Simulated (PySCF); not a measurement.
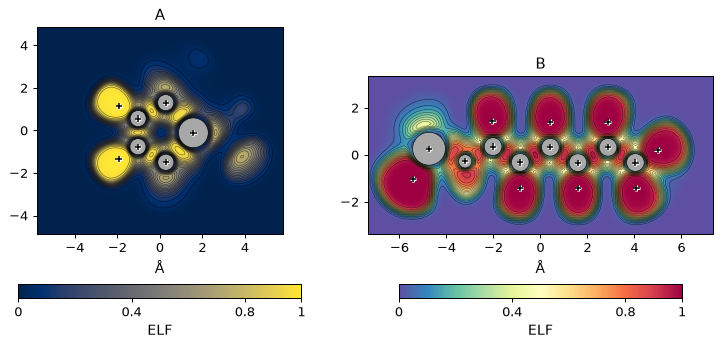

The ELF of 2 systems, each on a plane through atoms (crosses mark nuclei in the plane; grey discs cover the cores).

Theory: CAM-B3LYP/def2-SVPD, SCF density, gas phase (PySCF 2.14.0).

System 1: C₅H₁₀BFSi, the plane of atoms C3, C4 and H13. Geometry: GFN2-xTB.

| atom | x (Å) | y (Å) | z (Å) |
| --- | --- | --- | --- |
| B | 1.8283 | -1.0166 | -0.2571 |
| C | 1.0293 | 0.1738 | -0.8427 |
| C | 1.2044 | 1.4994 | -0.1648 |
| C | 0.2258 | 2.0109 | 0.5613 |
| C | -1.0682 | 1.2552 | 0.6689 |
| Si | -0.8492 | -0.1946 | -0.5496 |
| C | -1.2266 | -1.9098 | 0.2245 |
| F | -2.5920 | -2.0577 | 0.3831 |
| H | 2.0028 | -1.9729 | -0.9100 |
| H | 2.2288 | -0.9843 | 0.8419 |
| H | 1.1860 | 0.2866 | -1.9170 |
| H | 2.1568 | 1.9964 | -0.2807 |
| H | 0.3175 | 2.9490 | 1.0885 |
| H | -1.9090 | 1.9076 | 0.4290 |
| H | -1.2233 | 0.9252 | 1.6993 |
| H | -1.6304 | -0.0823 | -1.7913 |
| H | -0.9027 | -2.7363 | -0.4110 |
| H | -0.7870 | -2.0431 | 1.2159 |

System 2: C₆H₁₀OSi, the plane of atoms C4, C3 and H12. Geometry: GFN2-xTB.

```yaml
atoms:
  - { symbol: C, position_ang: [-4.3603, -0.1391, -0.5711] }
  - { symbol: C, position_ang: [-3.1739, 0.4373, -0.3851] }
  - { symbol: C, position_ang: [-1.9446, -0.2916, -0.2321] }
  - { symbol: C, position_ang: [-0.7486, 0.2939, -0.0449] }
  - { symbol: C, position_ang: [0.4811, -0.4247, 0.1077] }
  - { symbol: C, position_ang: [1.6619, 0.1770, 0.2940] }
  - { symbol: O, position_ang: [2.8007, -0.5189, 0.4340] }
  - { symbol: Si, position_ang: [4.3494, -0.0760, 0.6698] }
  - { symbol: H, position_ang: [-4.4642, -1.2107, -0.6184] }
  - { symbol: H, position_ang: [-5.2639, 0.4349, -0.6809] }
  - { symbol: H, position_ang: [-3.0972, 1.5166, -0.3406] }
  - { symbol: H, position_ang: [-2.0118, -1.3709, -0.2752] }
  - { symbol: H, position_ang: [-0.6841, 1.3741, -0.0020] }
  - { symbol: H, position_ang: [0.4455, -1.5044, 0.0696] }
  - { symbol: H, position_ang: [1.7453, 1.2576, 0.3390] }
  - { symbol: H, position_ang: [4.4794, 0.6828, 1.9159] }
  - { symbol: H, position_ang: [4.8154, 0.7604, -0.4388] }
  - { symbol: H, position_ang: [4.9611, -1.3921, 0.7141] }
```

### Which map belongs to which system?

Panel A is system 1, C₅H₁₀BFSi: the plane holds C, Si and H. C–C (1.32 Å): the ELF peaks at about 0.90 between the atoms: a multiple bond. Panel B is system 2, C₆H₁₀OSi: the plane holds C, O, Si and H. C–C (1.33 Å): the ELF peaks at about 0.95 between the atoms: a multiple bond.
